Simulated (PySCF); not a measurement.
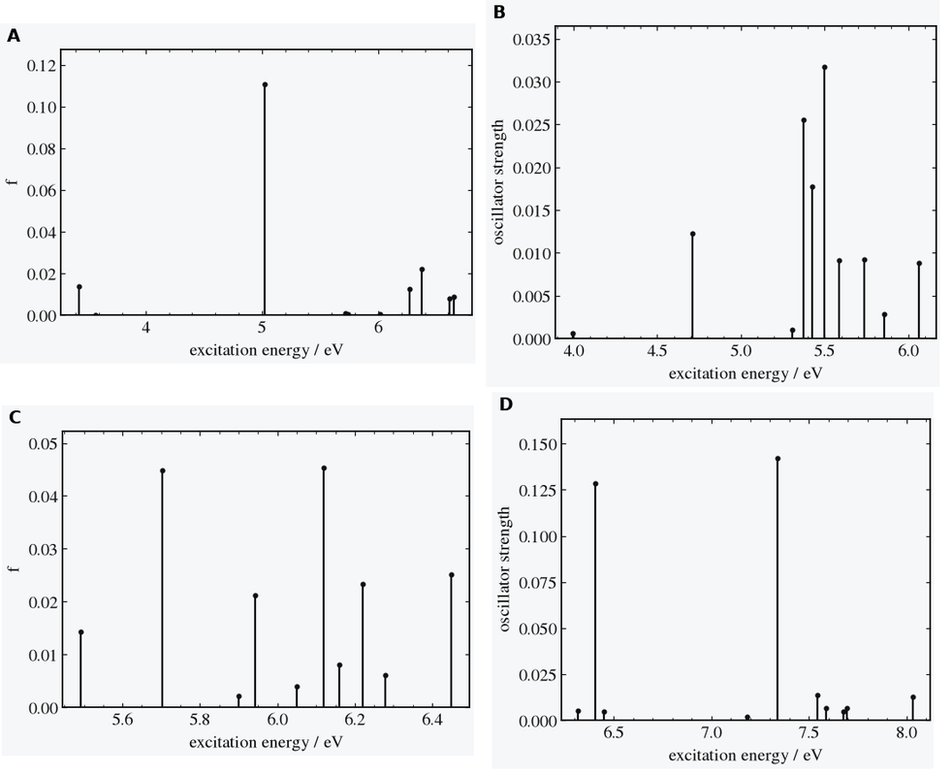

Vertical TDDFT excitations, PBE/def2-SVPD with PySCF, at a PBE0-D3(BJ)/def2-SVP geometry (no frequency check), gas phase. Each panel shows the lowest singlet states that were computed.

Assign the panels.
1. C₃H₅ClSeSi, SMILES Cl[SiH2][Se]C1C=C1
2. C₃H₅F₃Si, SMILES C=C([SiH3])C(F)(F)F
3. C₂H₈Si₃, SMILES C#C[SiH2][SiH2][SiH3]
4. C₃H₂BBrF₂, SMILES FB(F)C1=C[C@H]1Br

A: 4 (S1 at 3.43 eV, brightest at 5.02 eV)
B: 1 (S1 at 3.99 eV, brightest at 5.50 eV)
C: 3 (S1 at 5.49 eV, brightest at 6.12 eV)
D: 2 (S1 at 6.32 eV, brightest at 7.34 eV)

Caveats, for all or some of the runs: core orbitals are frozen in the response; one conformer of a flexible molecule; spin-orbit coupling is left out, and with Br it can shift these levels and split any degenerate set; spin-orbit coupling is left out, and with Se it can shift these levels and split any degenerate set; states above the negative HOMO energy depend on the basis.
